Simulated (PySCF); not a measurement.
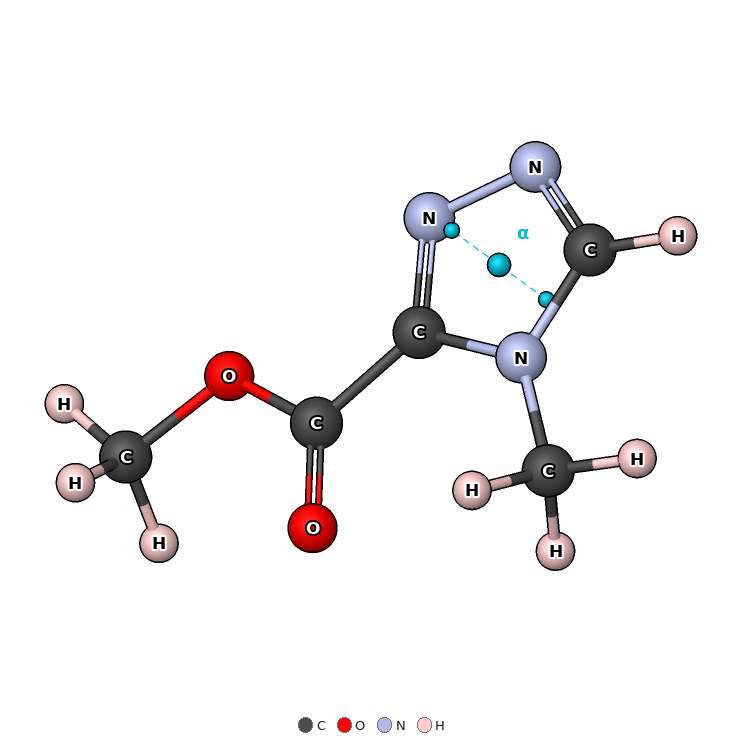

The small points mark where nucleus-independent chemical shifts (NICS) were computed: at the centre of each lettered ring and 1 Å above and below it. The geometry was computed by an optimisation with GFN2-xTB. No frequency run is at hand to confirm it as a minimum. Level of theory: GIAO PBE0/pcSseg-1 NMR shielding, non-relativistic, gas phase (PySCF 2.14.0).

Give NICS(0), NICS(1) and the out-of-plane component NICS(1)zz for each ring (means of the two sides).

```tsv
ring	members	NICS(0)	NICS(1)	NICS(1)zz
α	C2N3	−11.6	−11.9	−30.4
```

Values in ppm.

**What do the values say about the ring currents?**

Ring α: diatropic, as in an aromatic ring. NICS is one index among several.
